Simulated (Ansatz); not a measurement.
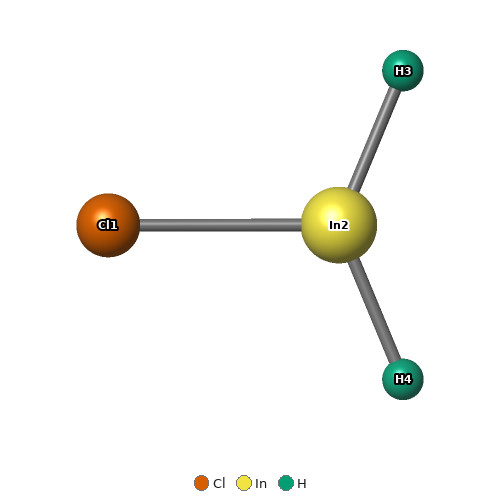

The system is ClH2In, SMILES [Cl][InH2]; the picture shows the reference structure. 
- The first coordinate is: bond length In2–H3; the second: bond length In2–H4.
- Nothing is relaxed (all other coordinates rigid).
- The grid has 15 × 15 points.
- Points are written as (first, second).
- Energies are in kcal/mol, from the lowest grid point.
- The restricted reference is unstable at some or all points, so the energies there are unreliable.
- Theory: RHF-MP2, frozen core/def2-TZVP in Ansatz.

Its coordinates:

```xyz
4

Cl   -2.0252   -0.7747    0.1854
In    0.1492    0.0388   -0.0297
H     1.2861   -0.9378    0.7513
H     0.2200    1.4671   -0.9302
```

Range: bond length In2–H3 from 1.453 to 2.366 Å; bond length In2–H4 from 1.386 to 2.535 Å.

What landscape does the calculation give?

The lowest grid point is at (1.714 Å, 1.714 Å). No other kind of well shows on this grid. The highest grid point, (2.366 Å, 2.535 Å), lies 77.3 kcal/mol above the lowest. Round the minimum the contours are nearly round: the two directions are equally stiff and uncoupled.

```tsv
bond length In2–H4 ↓, bond length In2–H3 →	1.453	1.519	1.584	1.649	1.714	1.779	1.845	1.910	1.975	2.040	2.105	2.170	2.236	2.301	2.366
2.535	58.4	51.6	47.6	45.6	45.3	46.3	48.2	50.8	54.0	57.5	61.3	65.2	69.3	73.3	77.3
2.453	53.1	46.3	42.3	40.4	40.1	41.0	43.0	45.6	48.8	52.3	56.2	60.1	64.2	68.3	72.4
2.371	47.6	40.8	36.8	34.9	34.7	35.6	37.6	40.3	43.5	47.1	50.9	54.9	59.1	63.2	67.3
2.289	42.1	35.3	31.3	29.5	29.2	30.2	32.2	34.9	38.1	41.7	45.6	49.6	53.8	58.0	62.1
2.207	36.5	29.8	25.8	24.0	23.7	24.7	26.8	29.5	32.7	36.4	40.3	44.3	48.6	52.8	56.9
2.125	31.1	24.4	20.4	18.6	18.4	19.4	21.4	24.2	27.4	31.1	35.0	39.1	43.4	47.6	51.8
2.042	25.9	19.2	15.3	13.4	13.2	14.2	16.3	19.0	22.3	26.0	30.0	34.1	38.4	42.6	46.9
1.960	21.2	14.5	10.6	8.7	8.5	9.6	11.6	14.4	17.7	21.4	25.4	29.5	33.8	38.1	42.4
1.878	17.2	10.5	6.5	4.7	4.5	5.6	7.7	10.4	13.8	17.5	21.5	25.6	30.0	34.3	38.6
1.796	14.3	7.5	3.6	1.7	1.5	2.6	4.7	7.5	10.8	14.6	18.6	22.7	27.1	31.4	35.7
1.714	12.8	6.0	2.0	0.2	0.0	1.1	3.2	6.0	9.3	13.1	17.1	21.3	25.7	30.0	34.3
1.632	13.3	6.5	2.6	0.7	0.5	1.6	3.7	6.5	9.8	13.6	17.6	21.8	26.2	30.6	34.9
1.550	16.7	9.9	5.9	4.0	3.8	4.9	7.0	9.8	13.1	16.9	20.9	25.2	29.6	33.9	38.3
1.468	24.0	17.1	13.1	11.2	10.9	12.0	14.1	16.9	20.2	24.0	28.0	32.3	36.7	41.1	45.4
1.386	36.5	29.5	25.5	23.5	23.3	24.3	26.4	29.2	32.5	36.3	40.3	44.5	48.9	53.3	57.7
```

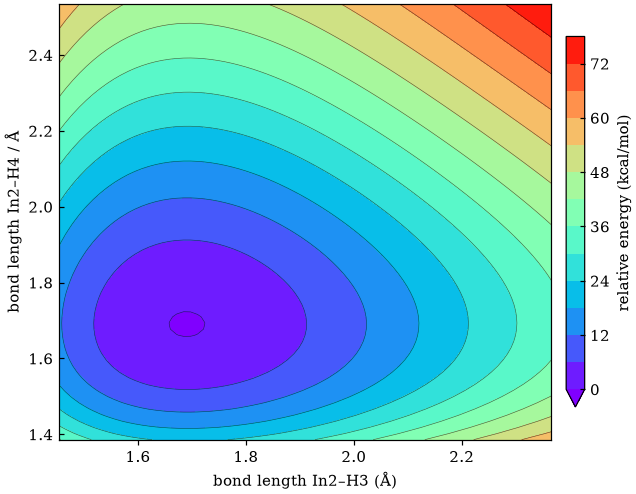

The picture shows filled contours. Between grid points the surface is interpolated.

Each point was launched as `ansatz run input.yaml --threads 1 --pin off --max-ram 2560MiB --backend cpu --events-out ev --progress --plain --runs-dir out`. Time for the 225 points that were run: 21 min on 1 thread of Arm Neoverse N1 (shared host).
